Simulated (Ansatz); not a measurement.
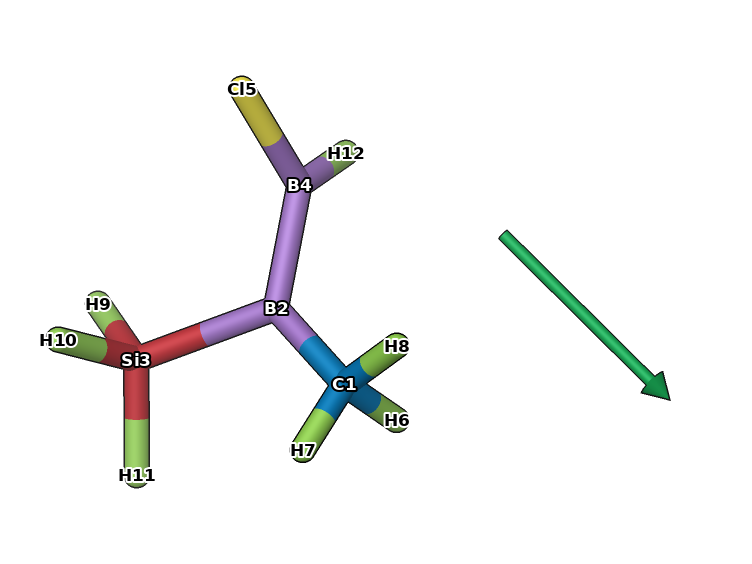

The arrow beside the molecule shows the direction of the dipole moment, from the negative to the positive end (its length means nothing). Computed geometry: PBE-D4/def2-SVP optimisation. No frequency run is at hand to confirm it as a minimum. Level of theory: RKS PBE-D4/def2-SVP (Ansatz 0.2.0).

Q: Estimate the dipole moment.

A: 1.58 D; it points from the side of Cl5 to the side of H6 (the outermost atoms at the two ends).
